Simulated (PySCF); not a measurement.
C6H13NSi, SMILES [SiH2](C#N)CC(C)(C)C, GFN2-xTB optimised geometry. Atoms within 1.6 Å of the plane z = 1.0 Å (x, y, z in Å): C2 (-0.14, -1.68, 0.00), C3 (1.39, -1.68, 0.00), C4 (-0.64, -2.39, 1.27), C5 (-0.68, -0.25, 0.00), H12 (1.76, -2.70, 0.12), H14 (1.77, -1.08, 0.82), H15 (-1.73, -2.40, 1.30), H16 (-0.29, -3.42, 1.30), H17 (-0.27, -1.88, 2.16), H18 (-1.77, -0.29, 0.03), H19 (-0.37, 0.23, 0.93).

Computed with PBE0/def2-SVP (PySCF 2.14.0). Cells within 0.4 Å of a nucleus heavier than hydrogen are left out (blank, or x).

Map of the electrostatic potential (hartree/e), clipped to [-0.08, 0.12] on the plane z = 1.0 Å:

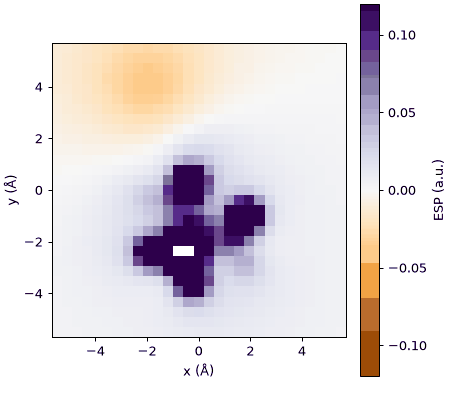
Figure. Electrostatic potential (hartree/e), clipped to [-0.08, 0.12] on the plane z = 1.0 Å.
